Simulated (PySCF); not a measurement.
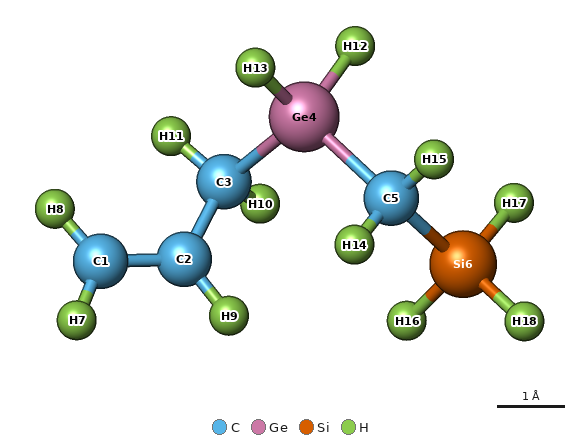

This is the input geometry for a relaxation of C$_{4}$H$_{12}$GeSi. Style: ball-and-stick. Shown at a tilt.

The start comes from GFN2-xTB. Its atoms were then displaced at random by about 0.01 Å.

Method: PBE0-D3(BJ)/def2-SVP geometry optimisation, gas phase (PySCF 2.14.0, density-fitted response routines).

```xyz
18

C     2.9088    0.7019   -0.3497
C     1.6014    0.6453   -0.6694
C     0.9139   -0.5705   -1.1953
Ge   -0.1221   -1.4120    0.2469
C    -1.3025   -0.1017    1.1589
Si   -2.5268    0.7905    0.0133
H     3.3357    1.6257    0.0437
H     3.5703   -0.1033   -0.4970
H     0.9592    1.5124   -0.4991
H     0.2658   -0.3110   -2.0017
H     1.6589   -1.2892   -1.5444
H    -0.9852   -2.5295   -0.3295
H     0.7377   -2.0637    1.2441
H    -0.6690    0.6423    1.6554
H    -1.8499   -0.6096    1.9665
H    -1.7960    1.5468   -1.0086
H    -3.3930   -0.1896   -0.6279
H    -3.3348    1.7270    0.8149
```

Q: What does the optimiser find from here?

A: After 8 geometry steps the energy has fallen by 4.48 kcal/mol. H13 moves most after the best rigid fit: 0.095 Å. Largest moves by element: H 0.095 Å, Si 0.036 Å, C 0.034 Å, Ge 0.031 Å. Among the contacts that change: Ge4–H13 1.469 → 1.544 Å, C1–H8 1.052 → 1.095 Å, Si6–H17 1.457 → 1.496 Å, C3–H10 1.067 → 1.102 Å. Bond angles that change, for instance: H12–Ge4–H13 105.2° → 109.4°, C3–Ge4–H13 112.3° → 108.5°, C5–Si6–H18 108.9° → 111.6°.

Final geometry:

```xyz
18

C     2.8926    0.7229   -0.3290
C     1.6020    0.6509   -0.6676
C     0.9014   -0.5590   -1.1813
Ge   -0.1491   -1.4274    0.2470
C    -1.2788   -0.1052    1.1536
Si   -2.5008    0.7780    0.0348
H     3.3213    1.6454    0.0698
H     3.5646   -0.1352   -0.4394
H     0.9778    1.5443   -0.5332
H     0.2081   -0.3045   -1.9992
H     1.6140   -1.3074   -1.5620
H    -1.0402   -2.5350   -0.3596
H     0.8304   -2.0548    1.2625
H    -0.6176    0.6367    1.6317
H    -1.8284   -0.6164    1.9611
H    -1.7752    1.5416   -1.0293
H    -3.4018   -0.2078   -0.6398
H    -3.3478    1.7448    0.8008
```

After the run, drawn alike:

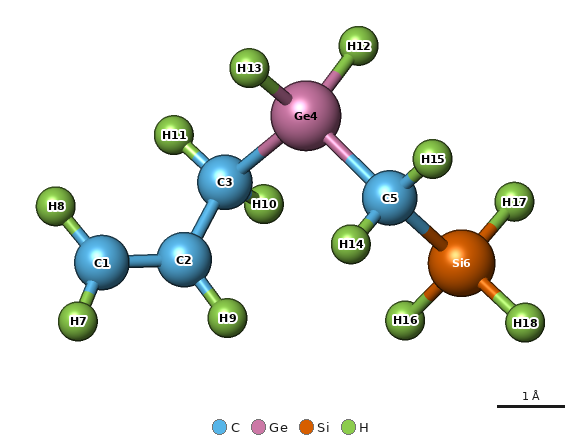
